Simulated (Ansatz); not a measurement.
**PH2 (SMILES [PH2]) at UPBE/6-31G(d) (spherical functions)**

Aim: the electronic atomisation energy of PH2 at UPBE/6-31G* (spherical functions), from 3 runs. 

The calculation is run with Ansatz 0.2.0.

46 further runs of the same task are left out: 46 set aside as unsound or not needed.

### Step 1. The molecule

PH2: 3 atoms, total charge 0, spin state doublet. SMILES: `[PH2]`. The coordinates come from a GFN2-xTB relaxation.

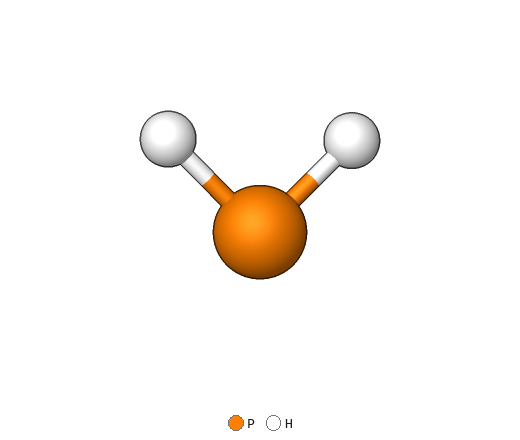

Viewed from a chosen angle; phosphorus orange, hydrogen white.

### Step 2. The energy at UPBE/6-31G(d) (spherical functions)

The input, run.yaml:

```yaml
crystal:
  periodic: [false, false, false]
  atoms:
    - {symbol: P, position_ang: [0.514470, -0.302750, 0.252680]}
    - {symbol: H, position_ang: [0.111510, 1.027360, 0.172420]}
    - {symbol: H, position_ang: [-0.625980, -0.724620, -0.425100]}
basis:
  gaussian:
    orbitals: 6-31G_st_-spherical.json
accuracy: high
magnetization:
  spin_polarized: true
  initial_magnetization: 1
hamiltonian:
  xc: {name: PBE}
```

The basis set 6-31G* is read from a file made from the Basis Set Exchange's data (not shown).

On the command line:

```sh
$ ansatz run run.yaml --threads 1 --pin off --max-ram 2610MiB --events-out events.jsonl --progress --plain --runs-dir runs
```

Standard output:

```text
Warning: RAYON_NUM_THREADS=1 ignored (pool sized by the plan → 1); use --threads N
Functional definition: PBE
  name "PBE"
  parameter kappa = 0.804
  parameter beta = 0.06672455060314922
  exchange = pbe_x(kappa = kappa, mu = beta*pi^2/3)
  correlation = pbe_c(beta = beta)
379 factors; integrals over basis functions are off by at most 3.4e-9 eV
mean field evaluation 1: about -9314.3958 eV, gradient 6.4e0 eV
mean field evaluation 2: about -9314.6213 eV, gradient 4.4e0 eV
mean field evaluation 4: about -9314.7627 eV, gradient 2.2e-1 eV
mean field evaluation 8: about -9314.7561 eV, gradient 7.8e-4 eV
mean field evaluation 16: about -9314.7561 eV, gradient 8.4e-8 eV
mean field -9314.75605069 eV, -342.3109710945 hartree, gradient 7.7e-8 eV, S^2 0.753490; 0 other end points of the search recorded, 0 dependent functions left out
reference -9314.75605294 eV, -342.3109711770 hartree; 9, 8 occupied and 13, 14 virtual orbitals, 379 factors
Total energy: -9314.75605294 eV, -342.3109711770 hartree
```

Wall time 1 s (1 thread of Arm Neoverse V1, shared host); peak memory 0.097 GiB.

### Step 3. The H atom

The input, input.yaml:

```yaml
crystal:
  periodic: [false, false, false]
  atoms:
    - {symbol: H, position_ang: [0.000000, 0.000000, 0.000000]}
basis:
  gaussian:
    orbitals: "6-31G*"
magnetization:
  spin_polarized: true
  initial_magnetization: 1
hamiltonian:
  xc: {name: PBE}
accuracy: high
```

Run the same way, it converges to -0.49743 Eh (log not shown).

### Step 4. The P atom, same level

The input, job.yaml:

```yaml
crystal:
  periodic: [false, false, false]
  atoms:
    - {symbol: P, position_ang: [0.000000, 0.000000, 0.000000]}
basis:
  gaussian: {orbitals: 6-31G_st_-spherical.json}
magnetization: {spin_polarized: true, initial_magnetization: 3}
hamiltonian: {xc: {name: PBE}}
accuracy: high
```

The basis set 6-31G* is read from a file made from the Basis Set Exchange's data (not shown).

On the command line:

```sh
$ ansatz run job.yaml --threads 1 --pin off --max-ram 2610MiB --events-out events.jsonl --progress --plain --runs-dir runs
```

Standard output, shortened:

```text
Warning: RAYON_NUM_THREADS=1 ignored (pool sized by the plan → 1); use --threads N
[... 6 set-up lines as earlier in the session ...]
140 factors; integrals over basis functions are off by at most 2.6e-9 eV
mean field evaluation 1: about -9281.0898 eV, gradient 3.0e0 eV
mean field evaluation 2: about -9281.1553 eV, gradient 1.9e0 eV
mean field evaluation 4: about -9281.1843 eV, gradient 4.7e-2 eV
mean field evaluation 8: about -9281.1844 eV, gradient 3.5e-5 eV
mean field -9281.18444345 eV, -341.0772372841 hartree, gradient 1.1e-8 eV, S^2 3.750085; 0 other end points of the search recorded, 0 dependent functions left out
reference -9281.18444555 eV, -341.0772373612 hartree; 9, 6 occupied and 9, 12 virtual orbitals, 140 factors
Total energy: -9281.18444555 eV, -341.0772373612 hartree
```

It took 0.56 s on 1 thread of Arm Neoverse V1, shared host.

### Step 5. Summary of results

At UPBE/6-31G* (spherical functions):

```
                     quantity          value
       molecule: total energy  -342.31097 Eh
               molecule: ⟨S²⟩          0.753
         H atom: total energy    -0.49743 Eh
                 H atom: ⟨S²⟩          0.750
         P atom: total energy  -341.07724 Eh
                 P atom: ⟨S²⟩          3.750
electronic atomisation energy       6.500 eV
```

In words: Taking the molecule apart into free atoms costs 6.50 eV (627 kJ/mol), before zero-point energy and without spin-orbit coupling.
